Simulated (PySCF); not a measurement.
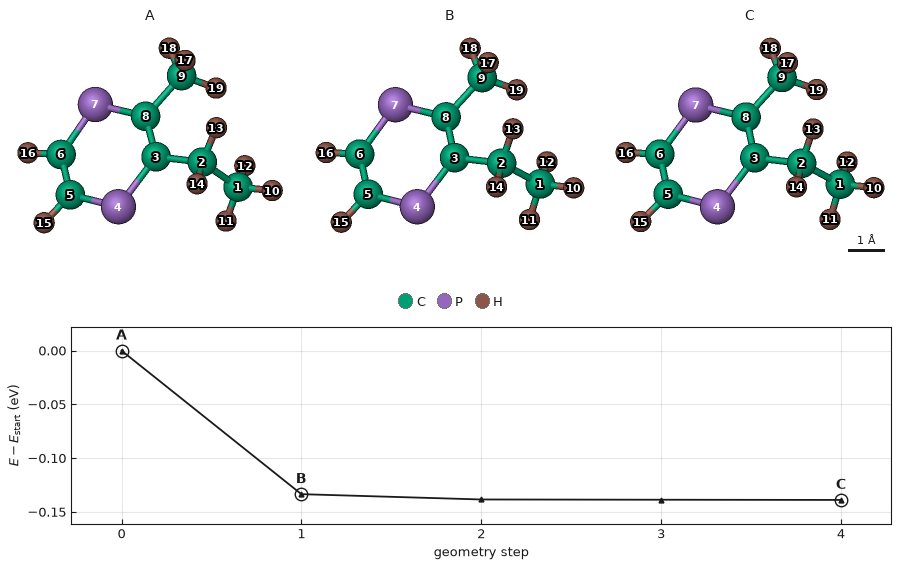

Frames of a relaxation of C$_{7}$H$_{10}$P$_{2}$, marked on the history of the run. A ball-and-stick model, seen at a tilt.

The start comes from GFN2-xTB. Its atoms were then displaced at random by about 0.01 Å.

Level of theory: PBE0-D3(BJ)/def2-SVP geometry optimisation, gas phase (PySCF 2.14.0, density-fitted response routines). 

**What happens along the run?**

H11 moves most after the best rigid fit: 0.13 Å. Largest moves by element: H 0.13 Å, C 0.11 Å, P 0.04 Å. Among the contacts that change: C1–H11 1.057 → 1.100 Å, P4–C5 1.694 → 1.733 Å, C8–C9 1.534 → 1.511 Å, C3–P4 1.776 → 1.754 Å. Among the angles between lasting bonds that change: C1–C2–C3 109.3° → 112.6°, H11–C1–H12 110.3° → 107.3°, P4–C3–C8 124.8° → 127.3°. After 4 geometry steps the energy has fallen by 0.139 eV. Cost: 99 s on 1 thread of Arm Neoverse V1 (shared host). From step 0 to 1: H12 moves most (0.13 Å), energy −0.133 eV. From step 1 to 4: H15 moves most (0.03 Å), energy −0.005 eV.

```json
{"step": "0", "E − E(0), eV": "0.0000"}
{"step": "1", "E − E(0), eV": "-0.1334"}
{"step": "2", "E − E(0), eV": "-0.1384"}
{"step": "3", "E − E(0), eV": "-0.1386"}
{"step": "4", "E − E(0), eV": "-0.1388"}
```
